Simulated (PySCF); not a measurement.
H8O2SSi4

```yaml
atoms:
  - { symbol: Si, position_ang: [2.6710, 1.1093, -0.1151] }
  - { symbol: S, position_ang: [1.7881, 0.1901, 1.6214] }
  - { symbol: Si, position_ang: [0.3472, -1.0420, 0.6827] }
  - { symbol: O, position_ang: [-1.0765, -0.9561, 1.4488] }
  - { symbol: Si, position_ang: [-2.4624, -0.3686, 0.7672] }
  - { symbol: Si, position_ang: [-1.4585, 0.0892, -1.2727] }
  - { symbol: O, position_ang: [0.0357, -0.4305, -0.7952] }
  - { symbol: H, position_ang: [3.0642, 0.0618, -1.0476] }
  - { symbol: H, position_ang: [1.7297, 2.0452, -0.7176] }
  - { symbol: H, position_ang: [3.8132, 1.7962, 0.4675] }
  - { symbol: H, position_ang: [0.7288, -2.4284, 0.5366] }
  - { symbol: H, position_ang: [-2.8490, 0.7298, 1.6534] }
  - { symbol: H, position_ang: [-3.3837, -1.5028, 0.8627] }
  - { symbol: H, position_ang: [-1.2039, 1.4728, -1.6823] }
  - { symbol: H, position_ang: [-1.7484, -0.7581, -2.4319] }
```

Geometry: GFN2-xTB.

These are results of PBE0/pcSseg-1, SCF density, gas phase, non-relativistic (PySCF 2.14.0), not measurements.

> What can the converged electron density and electron localisation function tell about the bonding?

Si–O (1.62 Å): ρ at the midpoint is about 1.2 e/Å³; the ELF peaks at about 0.85 between the atoms: a polar covalent bond.
Si–Si (2.32 Å): the density is about 0.67 e/Å³ at the midpoint; the ELF peaks at about 1 between the atoms (a shared electron pair).

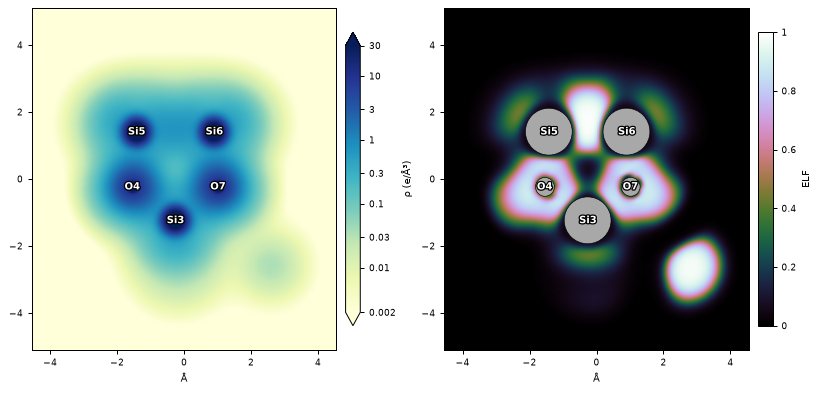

Computed electron density and electron localisation function on the plane of atoms Si3, O4 and Si5, in this order. Grey discs cover the atomic cores in the ELF map. 
